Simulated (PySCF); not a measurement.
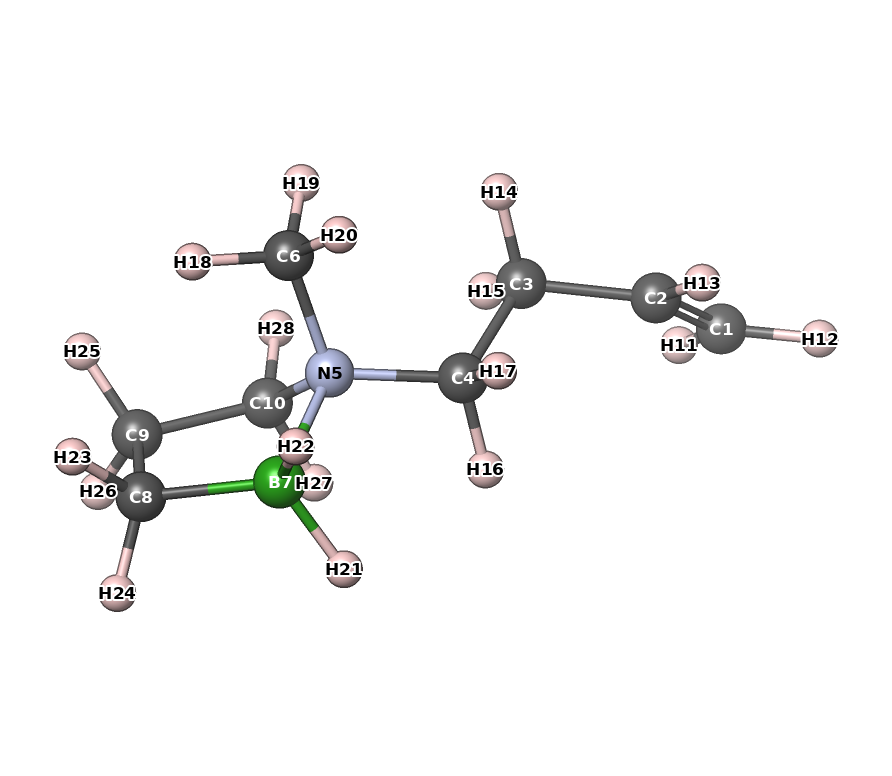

Depth is shown by fading: the farther an atom, the more it takes the colour of the background. Computed geometry: PBE0-D3(BJ)/def2-SVP optimisation. No frequency run is at hand to confirm it as a minimum.

Question: Which atoms or bonds are stereogenic?

Answer: Centres: N5.

Question: Assign CIP descriptors.

Answer: N5: S (priorities C4 > C10 > C6 > B7).

Question: Write the isomeric SMILES.

Answer: C=CCC[N@+]1(C)[BH2-]CCC1
